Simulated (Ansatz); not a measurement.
## Electronic structure of CH₅NSi (SMILES C=N[SiH3]) in real space

The calculation's input:

```
crystal:
  periodic: [false, false, false]
  atoms:
    - symbol: C
      position_ang: [-0.213870, -2.669423, 1.074412]
    - symbol: "N"
      position_ang: [0.555149, -1.981113, 1.822884]
    - symbol: Si
      position_ang: [1.007351, -0.289293, 1.543373]
    - symbol: H
      position_ang: [-0.445605, -3.730860, 1.326492]
    - symbol: H
      position_ang: [-0.705783, -2.292471, 0.138724]
    - symbol: H
      position_ang: [0.385798, 0.298864, 0.298322]
    - symbol: H
      position_ang: [2.499426, -0.230656, 1.432440]
    - symbol: H
      position_ang: [0.572955, 0.500112, 2.739272]
basis:
  gaussian: {orbitals: def2-TZVPD}
hamiltonian: {xc: {name: PBE0}}
output: {forces: true, orbitals: {seedname: orbitals}}
```

Command:

```sh
ansatz run input.yaml --threads 1 --pin off --max-ram 2610MiB --events-out events.jsonl --progress --plain --runs-dir runs
```

Geometry: BLYP-D3(BJ)/def2-SVP.

Theory: Ansatz, isolated molecule in a Gaussian basis; Kohn-Sham density functional theory, functional PBE0.

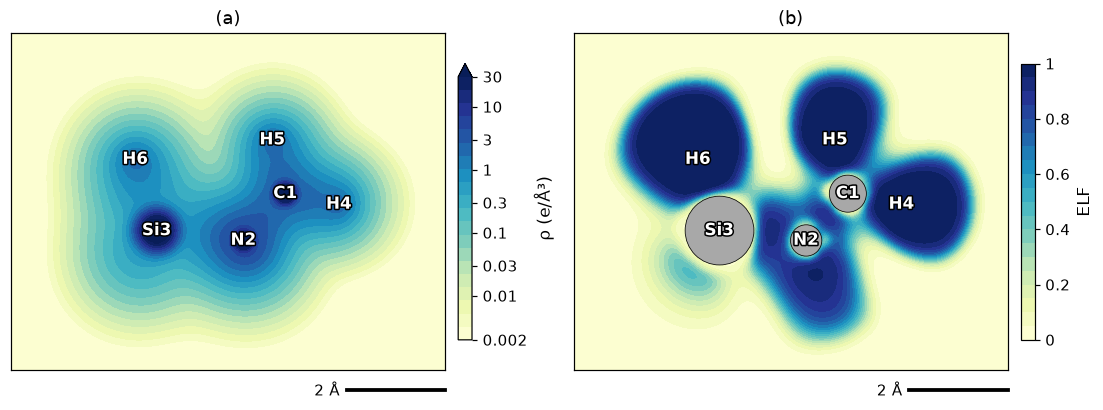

Figure 1. (a) total electron density; (b) electron localisation function on the plane of atoms C1, N2 and Si3. Grey discs cover the atomic cores in the ELF map.

Q: What do the fields say about this system?

A: The section cuts through C, N, Si and H sites.
C–N (1.27 Å): ρ at the midpoint is about 2.8 e/Å³; the ELF peaks at about 0.90 between the atoms; localised, covalent bonding.
Si–N (1.77 Å): ρ at the midpoint is about 1 e/Å³; the ELF peaks at about 0.90 between the atoms (a shared but strongly polarised pair).
C–H (1.12 Å): the density is about 2 e/Å³ at the midpoint; the ELF climbs to about 1 towards the hydrogen, as it does in any bond to H (an ordinary covalent bond to hydrogen).
Si–H (1.51 Å): ρ at the midpoint is about 0.78 e/Å³; the ELF climbs to about 1 towards the hydrogen.
The ELF also peaks beside N2, away from the bonds: lone-pair regions.

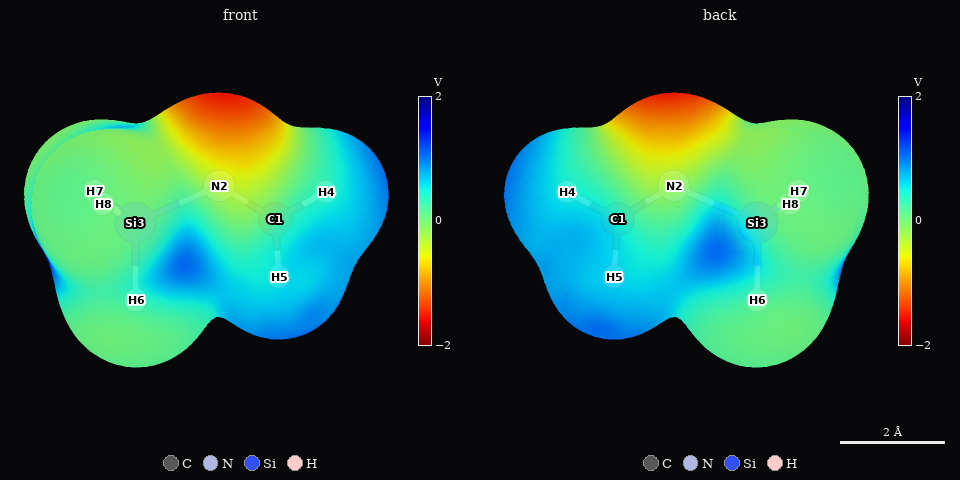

Figure 2. The electrostatic potential painted on the density surface at 0.002 e/bohr³, seen from the front and from behind; the colour scale runs from red (negative) to blue (positive).

Q: Which sites attract a positive test charge, and which a negative one?

A: A positive charge is drawn to the negative regions and a negative charge to the positive ones. The most negative region (about −1.5 V, or −35 kcal/mol for a unit charge) lies over N2, the most positive (about +1.2 V, or +28 kcal/mol for a unit charge) over Si3. N2 is the likeliest acceptor of a hydrogen bond.

Q: What dipole moment does the calculation give?

A: Its dipole moment is 1.49 D.

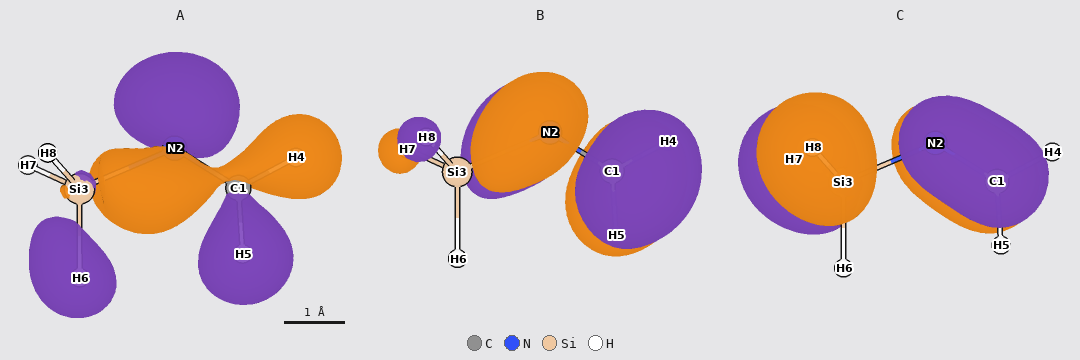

Figure 3. Three frontier orbitals at ±0.1 Å⁻³ᐟ² (orange and purple are the two phases), in no order.

Q: Which picture is the HOMO−1, the HOMO and the LUMO?

A: C is the HOMO−1 (−9.10 eV). It lies mainly on Si3 (about 20 %), N2 (about 20 %), C1 (about 20 %), H8 (about 15 %) and H7 (about 15 %). A is the HOMO (−7.26 eV). Its weight (Hirshfeld) is mainly on N2 (about 55 %), C1 (about 10 %), Si3 (about 10 %), H5 (about 10 %) and H4 (about 5 %). B is the LUMO (−1.13 eV). Its weight (Hirshfeld) is mainly on C1 (about 45 %), N2 (about 30 %), Si3 (about 10 %), H4 (about 5 %) and H5 (about 5 %); π-antibonding (π*) across C1–N2.

Q: What is the HOMO–LUMO gap?

A: 6.13 eV between the orbital energies.
